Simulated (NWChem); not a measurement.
# CHP (methylidynephosphane) at B97-1/x2c-TZVPall (DKH3, COSMO-KS pyridine, esp resp)

What is the vertical singlet–triplet gap of CHP (methylidynephosphane) at B97-1/x2c-TZVPall (DKH3, COSMO-KS pyridine, esp resp)? 

The calculation is run with NWChem 7.3.0.

2 further runs of the same task are left out: 2 set aside as unsound or not needed.

## Step 1: The structure to begin with

CHP: 3 atoms, total charge 0, spin state singlet. SMILES: `C#P`. The coordinates come from a GFN2-xTB relaxation.

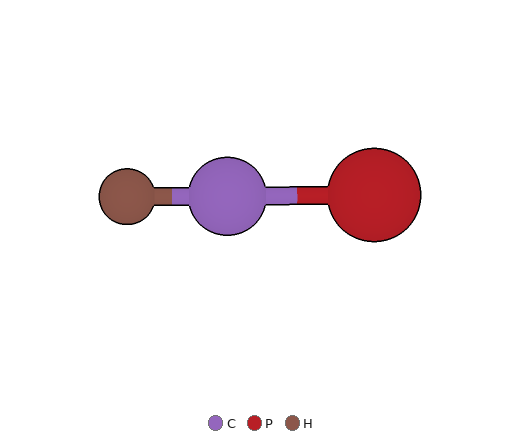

The structure, seen from a chosen angle (carbon purple, phosphorus red, hydrogen brown).

## Step 2: The energy at B97-1/x2c-TZVPall (DKH3, COSMO-KS pyridine, esp resp)

Contents of nw.nw:

```
start nw
title "CHP B97-1"
memory stack 880 mb heap 220 mb global 1100 mb
charge 0

geometry units au noautosym nocenter noautoz
   C     -0.25908145     0.11308121    -0.12555340
   P      2.17171106    -0.96882479     1.08509964
   H     -1.91262961     0.85574358    -0.95954623
end

basis spherical bse
   * library x2c-TZVPall
end

relativistic
   douglas-kroll dk3
end

cosmo
   dielec 12.978
   do_cosmo_ks true
end

dft
   xc becke97-1
   grid coarse
   mulliken
end

esp
   restrain
   range 0.4
   spacing 0.035
   recalculate
end

task dft energy
task esp
```

On the command line:

```console
nwchem nw.nw > nw.out
```

The program printed:

```text
[...]
          Wavefunction type:  closed shell.
          No. of atoms     :     3
          No. of electrons :    22
[...]
          Charge           :     0
          Spin multiplicity:     1
[...]
          AO basis - number of functions:    74
[...]
              XC Information
              --------------
                  Becke 1997-1 Method XC Potential
                     Hartree-Fock (Exact) Exchange  0.210
                  Becke 1997-1 Exchange Functional  1.000
                Becke 1997-1 Correlation Potential  1.000
[...]
 d= 0,ls=0.0,diis     1   -380.7938017919 -4.18D+02  5.10D-03  4.01D-01     5.2
[...]
 d= 0,ls=0.0,diis     6   -380.8133188556 -1.79D-08  1.03D-06  7.96D-09    31.4
         Total DFT energy =     -380.813318855629
      One electron energy =     -597.991254598350
           Coulomb energy =      209.249661072827
    Exchange-Corr. energy =      -29.013044066073
 Nuclear repulsion energy =       36.845191639400
             COSMO energy =        0.096127096567
[...]
      Total Density - Mulliken Population Analysis
     ---------------------------------------------
    Atom       Charge   Shell Charges
 -----------   ------   -------------------------------------------------------
    1 C    6     6.21   0.86  1.11  0.58  0.60  0.10  1.20  1.19  0.53  0.01  0.02  0.01
    2 P   15    15.02   2.01  0.52  1.44  1.10  0.72  3.93  1.80  0.60  1.81  0.94  0.06  0.08  0.01
    3 H    1     0.77   0.27  0.42  0.06  0.02
[...]
 Dipole moment                                  0.179402    0.179565    0.179925
 Quadrupole moment Qxx                          2.579451    2.572603    2.573215
                   Qyy                         -1.417159   -1.413398   -1.413734
                   Qzz                         -1.162292   -1.159205   -1.159481
[...]
```

Run time: 35 s. Hardware: 1 thread of AMD EPYC 7B13 (Zen 3), shared host; peak memory 0.12 GiB.

## Step 3: The triplet, same level

Contents of calc.nw:

```
START calc
TITLE "CHP energy"
memory total 2200 mb
charge 0

GEOMETRY noautosym nocenter noautoz
 C    -0.137100    0.059840   -0.066440
 P     1.149220   -0.512680    0.574210
 H    -1.012120    0.452840   -0.507770
END

BASIS spherical bse
 * library x2c-TZVPall
END

RELATIVISTIC
 douglas-kroll dk3
END

COSMO
 dielec 12.978
 do_cosmo_ks true
END

DFT
 xc becke97-1
 mult 3
 grid coarse
 iterations 150
 mulliken
END

ESP
 restrain
 range 0.4
 spacing 0.035
 recalculate
END

TASK dft energy
TASK esp
```

On the command line:

```console
nwchem calc.nw > calc.out
```

The program printed:

```text
[...]
          Wavefunction type:  spin polarized.
          No. of atoms     :     3
          No. of electrons :    22
[...]
          Charge           :     0
          Spin multiplicity:     3
[...]
          AO basis - number of functions:    74
[...]
              XC Information
              --------------
                  Becke 1997-1 Method XC Potential
                     Hartree-Fock (Exact) Exchange  0.210
                  Becke 1997-1 Exchange Functional  1.000
                Becke 1997-1 Correlation Potential  1.000
[...]
 d= 0,ls=0.0,diis     1   -380.6525946635 -4.17D+02  4.89D-03  1.10D-01     5.4
[...]
 d= 0,ls=0.0,diis     5   -380.6786355490 -2.19D-07  3.90D-06  8.26D-08    31.9
[...]
         Total DFT energy =     -380.678635548996
      One electron energy =     -597.606129511946
           Coulomb energy =      209.097087006049
    Exchange-Corr. energy =      -29.066976632512
 Nuclear repulsion energy =       36.845194306264
             COSMO energy =        0.052189283149
[...]
      Total Density - Mulliken Population Analysis
     ---------------------------------------------
    Atom       Charge   Shell Charges
 -----------   ------   -------------------------------------------------------
    1 C    6     6.16   0.86  1.11  0.57  0.61  0.10  1.23  1.19  0.43  0.01  0.03  0.01
    2 P   15    15.09   2.01  0.52  1.44  1.10  0.74  3.93  1.80  0.60  1.75  0.98  0.08  0.13  0.02
    3 H    1     0.76   0.27  0.41  0.05  0.02
[...]
      <S2> =      2.0092 (Exact =     2.0000)
[...]
 Dipole moment                                  0.526819    0.526724    0.526965
 Quadrupole moment Qxx                         -0.302385   -0.304551   -0.304093
                   Qyy                          0.165772    0.166962    0.166710
                   Qzz                          0.136613    0.137589    0.137382
[...]
```

Wall time 36 s (1 thread of AMD EPYC 7B13 (Zen 3), shared host); peak memory 0.12 GiB.

## Step 4: What came out

At B97-1/x2c-TZVPall (DKH3, COSMO-KS pyridine, esp resp):

```
                                        quantity          value
                           singlet: total energy  -380.81332 Eh
                          singlet: dipole moment         0.38 D
                            singlet: HOMO energy       -7.93 eV
                            singlet: LUMO energy       -1.56 eV
                          singlet: HOMO–LUMO gap        6.37 eV
             singlet: solvent term in the energy    -6.7 kJ/mol
                           triplet: total energy  -380.67864 Eh
                          triplet: dipole moment         1.43 D
     triplet: HOMO energy (highest over α and β)       -4.26 eV
             triplet: solvent term in the energy    -4.5 kJ/mol
                                   triplet: ⟨S²⟩          2.009
vertical energy of the triplet above the singlet       3.665 eV
```

What this shows: At this shape the triplet lies 3.66 eV (85 kcal/mol) above the singlet. Mulliken charges (singlet) run from -0.21 on C1 to +0.23 on H3. Mulliken charges (triplet) run from -0.16 on C1 to +0.24 on H3; they depend strongly on the basis.
